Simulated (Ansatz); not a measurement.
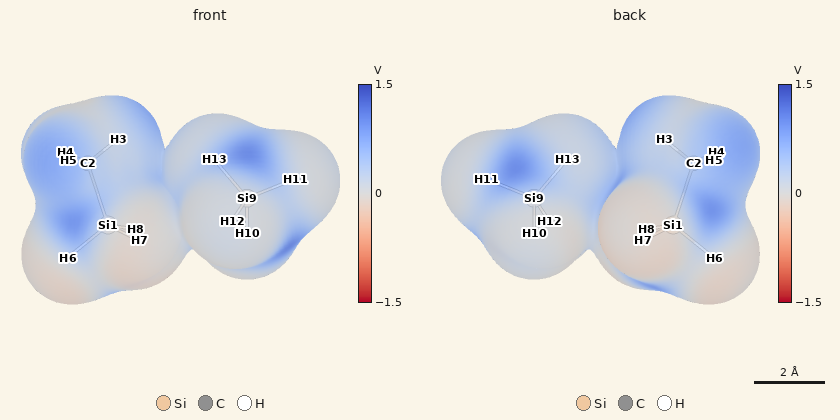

The picture shows: CH6Si···SiH4. The molecular electrostatic potential painted on the density surface at 0.002 e/bohr³, seen from the front and from behind; red is negative and blue positive.

These are results of Ansatz, RKS PBE0/def2-SVP, not measurements.

```tsv
atom	x (Å)	y (Å)	z (Å)
Si	0.4971	-0.1276	0.2369
C	1.0244	-0.1360	2.0414
H	0.1548	-0.2795	2.7019
H	1.7396	-0.9498	2.2372
H	1.5052	0.8158	2.3136
H	1.6777	0.0674	-0.6622
H	-0.4725	0.9821	-0.0274
H	-0.1643	-1.4182	-0.1318
Si	-3.5960	0.6546	1.0868
H	-3.4793	-0.2463	-0.0972
H	-4.9914	0.5975	1.6171
H	-3.2726	2.0563	0.6876
H	-2.6477	0.2047	2.1511
```

> Describe the electrostatic potential map.

The most negative region (about −0.1 V) lies over H6, H7 and H8, the most positive (about +1.0 V) over Si1 and Si9.
